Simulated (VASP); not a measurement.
Band structure of Au (fcc). These are PBEsol GGA, VASP's PBE PAW potentials (set 64) (plane waves; VASP) values and carry that method's errors.

Unless said otherwise, spin-orbit coupling is left out, though it shifts the bands of the heavy elements here.

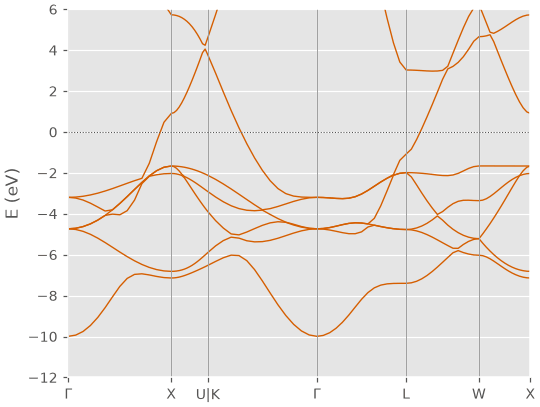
Figure: Bands along high-symmetry lines, zero at the valence-band maximum or, without a gap, the Fermi level

Question: Read the plot: is there a gap, and where are the band edges?

Answer: It has no gap at this level: it comes out as a metal or semimetal. (Edges off the drawn lines would not show.)

The compound is Au in the fcc structure. It was relaxed first.
